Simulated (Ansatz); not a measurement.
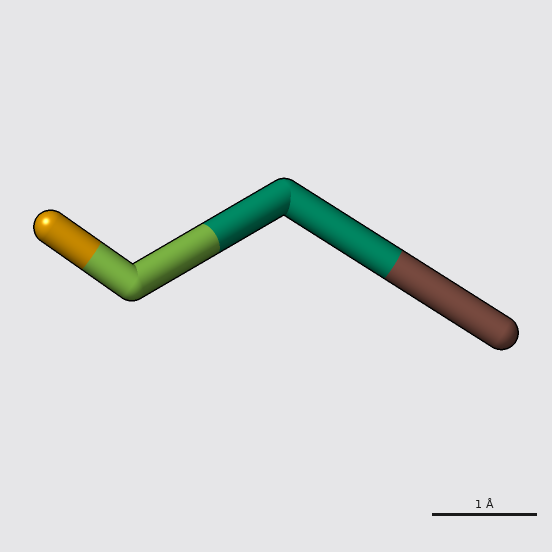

A stick model of a molecule. Every bond is drawn as one stick, whatever its order. Colours: oxygen green, indium teal, bromine brown, hydrogen orange.

Charge 0, doublet. Computed geometry: PBE0-D4/def2-TZVP optimisation.

Count the atoms of each element.

Answer. BrHInO, 4 atoms: 1 bromine, 1 hydrogen, 1 indium and 1 oxygen.

How many atoms are distinct by symmetry?

Answer. 4: 1 O, 1 In, 1 Br, 1 H.

Which point group does it belong to?

Answer. Cs.

How many bonds of each kind are drawn?

Answer. 1 In–O, 1 Br–In, 1 O–H.

The parts below concern this one geometry. Atoms keep their numbers from picture to picture.

### Shape

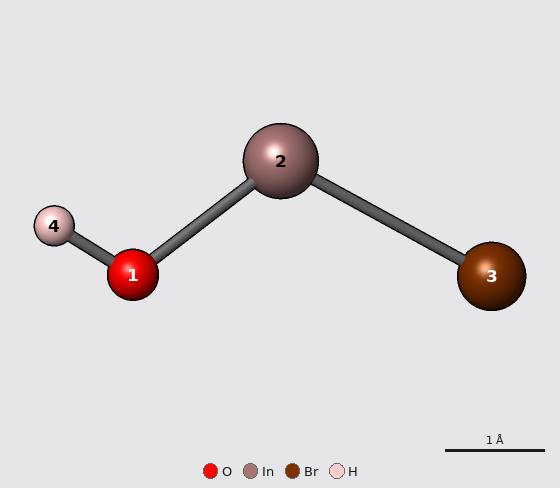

The atoms are numbered.

Give these bond angles: In2–O1–H4, O1–In2–Br3.

```json
{"angle": "In2–O1–H4", "degrees": "113.3"}
{"angle": "O1–In2–Br3", "degrees": "116.5"}
```

### Thermal motion

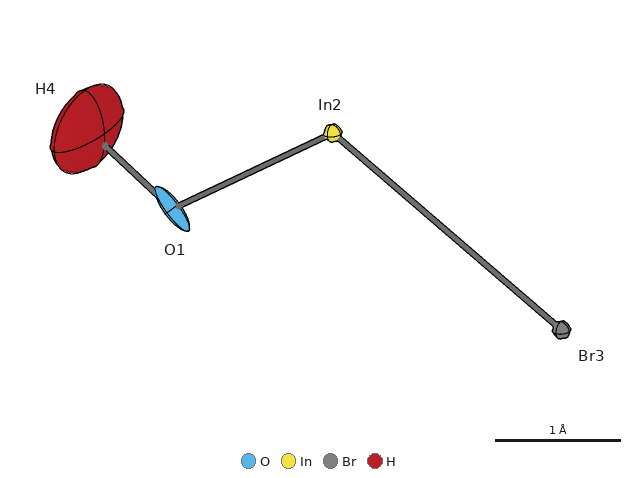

Displacement ellipsoids at the 50 % level, from the internal vibrations of the free molecule (harmonic, no overall translation or rotation; no half-axis is drawn under 0.075 Å). Vibrations computed with UKS PBE0-D4/def2-TZVP, core potentials on In (Ansatz 0.2.0). Temperature: 200 K.

List U_eq and the three principal root-mean-square amplitudes for each kind of atom.

| atom | U_eq (Å²) | rms amplitudes (Å) |
| --- | --- | --- |
| O1 | 0.0075 | 0.018, 0.042, 0.143 |
| In2 | 0.00038 | 0.001, 0.017, 0.029 |
| Br3 | 0.00055 | 0.001, 0.020, 0.035 |
| H4 | 0.0497 | 0.110, 0.225, 0.294 |

### Electronic properties

Method: UKS ωB97M-V/def2-SVP, core potentials on In (Ansatz 0.2.0).

What is the ⟨S²⟩ of the determinant?

Answer. 0.757.

Estimate the HOMO energy (Kohn–Sham orbital).

Answer. −8.53 eV.

### Dipole moment

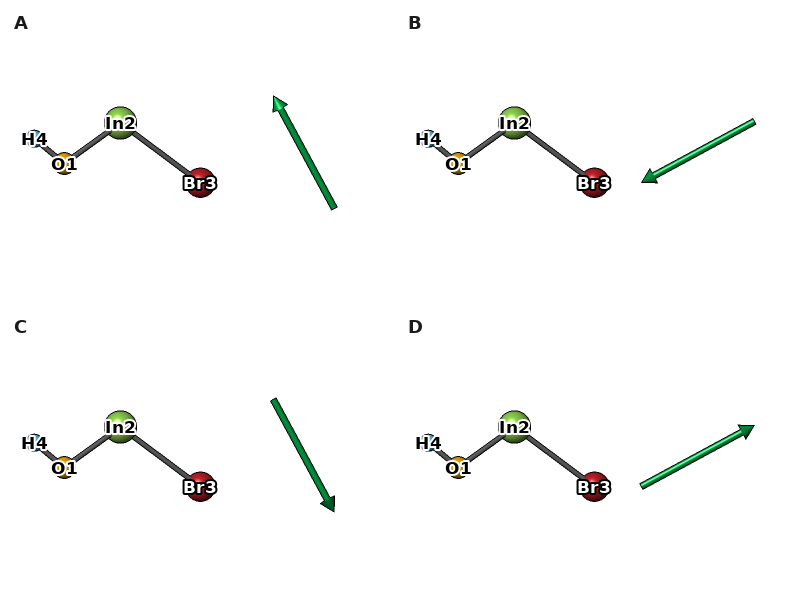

The same molecule four times, each with an arrow. Method: UKS ωB97M-V/def2-TZVPP, core potentials on In (Ansatz 0.2.0).

Which arrow points along the dipole moment, from the negative to the positive end?

Answer. A. The dipole moment is 3.55 D; it points from the side of Br3 to the side of H4 (the outermost atoms at the two ends).
